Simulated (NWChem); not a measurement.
# MgNH2F (SMILES [NH2][Mg][F]) at M06-2X/6-31G

What is the vertical ionisation energy of MgNH2F at M06-2X/6-31G? 

The results are computed with NWChem 7.3.0.

## (1) Starting point

MgNH2F: 5 atoms, total charge 0, spin state singlet. As SMILES, `[NH2][Mg][F]`. The shape is that of a PBE0-D4/def2-TZVP optimisation.

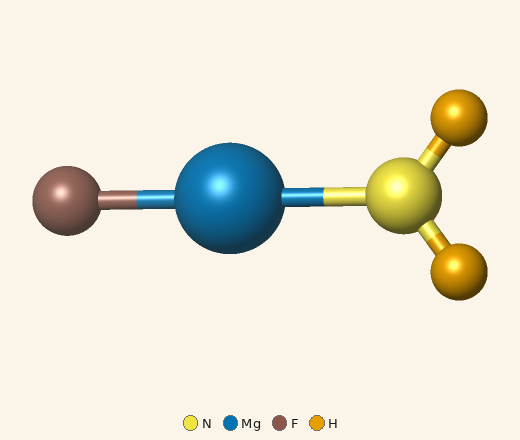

The structure, seen from a chosen angle (nitrogen yellow, magnesium blue, fluorine brown, hydrogen amber).

## (2) The energy at M06-2X/6-31G

The input, nw.nw:

```
start nw
memory stack 880 mb heap 220 mb global 1100 mb
charge 0
geometry noautosym nocenter noautoz
  N    -0.550500    0.605900   -0.218900
  Mg    0.668100   -0.744500    0.240100
  F     1.808300   -2.007900    0.669400
  H    -0.549300    1.554100    0.125000
  H    -1.326800    0.518800   -0.857000
end
basis "ao basis" spherical bse
  * library 6-31G
end
dft
  xc m06-2x
  grid fine
  convergence energy 1e-08
  iterations 100
  mulliken
  print low
end
task dft energy
```

Run with:

```sh
nwchem nw.nw > nw.out
```

Standard output:

```text
[...]
 d= 0,ls=0.0,diis     1   -355.7113048703 -4.36D+02  3.10D-02  8.88D-01     1.0
[...]
 d= 0,ls=0.0,diis     8   -355.8099621611 -8.77D-09  2.61D-06  3.29D-09     4.6
         Total DFT energy =     -355.809962161091
      One electron energy =     -655.755915038240
           Coulomb energy =      254.465199875211
    Exchange-Corr. energy =      -34.717956695668
 Nuclear repulsion energy =       80.198709697606
[...]
      Total Density - Mulliken Population Analysis
     ---------------------------------------------
    Atom       Charge   Shell Charges
 -----------   ------   -------------------------------------------------------
    1 N    7     8.13   2.00  0.75  2.47  0.90  2.01
    2 Mg  12    10.83   2.00  2.00  5.97  0.30  0.45  0.01  0.11
    3 F    9     9.64   2.00  0.90  3.28  1.08  2.38
    4 H    1     0.70   0.52  0.18
    5 H    1     0.70   0.52  0.18
[...]
```

It took 5.4 s on 1 thread of Intel Xeon Platinum 8488C (Sapphire Rapids), shared host; peak memory 0.11 GiB.

## (3) The doublet cation

The input, fh2mgn.nw:

```
start fh2mgn
title "FH2MgN"
memory total 2200 mb
charge 1
geometry units angstrom noautosym nocenter noautoz
N    -0.550500    0.605900   -0.218900
Mg    0.668100   -0.744500    0.240100
F     1.808300   -2.007900    0.669400
H    -0.549300    1.554100    0.125000
H    -1.326800    0.518800   -0.857000
end
basis spherical bse
* library 6-31G
end
dft
xc m06-2x
mult 2
grid fine
convergence energy 1e-08
maxiter 100
mulliken
print low
end
task dft energy
```

Run with:

```sh
nwchem fh2mgn.nw > fh2mgn.out
```

Standard output:

```text
[...]
 d= 0,ls=0.0,diis     1   -355.2595959777 -4.35D+02  2.73D-02  5.74D-01     0.8
[...]
 d= 0,ls=0.5,diis    36   -355.4756670449 -9.23D-09  5.51D-08  1.33D-09    23.6
[...]
         Total DFT energy =     -355.475667049828
      One electron energy =     -647.604736605160
           Coulomb energy =      246.338568602919
    Exchange-Corr. energy =      -34.408208745194
 Nuclear repulsion energy =       80.198709697606
[...]
      Total Density - Mulliken Population Analysis
     ---------------------------------------------
    Atom       Charge   Shell Charges
 -----------   ------   -------------------------------------------------------
    1 N    7     7.74   2.00  0.82  2.39  0.95  1.59
    2 Mg  12    10.57   2.00  2.00  5.97  0.23  0.35 -0.02  0.04
    3 F    9     9.57   2.00  0.91  3.26  1.08  2.32
    4 H    1     0.56   0.50  0.06
    5 H    1     0.56   0.50  0.06
[...]
      <S2> =      0.7529 (Exact =     0.7500)
[...]
```

Wall time 25 s (1 thread of Intel Xeon Platinum 8488C (Sapphire Rapids), shared host); peak memory 0.11 GiB.

## (4) Results

At M06-2X/6-31G:

| quantity | value |
| --- | --- |
| singlet MgNH2F: total energy | -355.80996 Eh |
| doublet cation: total energy | -355.47567 Eh |
| doublet cation: ⟨S²⟩ | 0.753 |
| vertical ionisation energy (to the doublet cation) | 9.097 eV |

**Reading.** The vertical ionisation energy comes to 9.10 eV (878 kJ/mol). Mulliken charges (doublet cation) run from -0.74 on N1 to +1.43 on Mg2; they depend strongly on the basis.
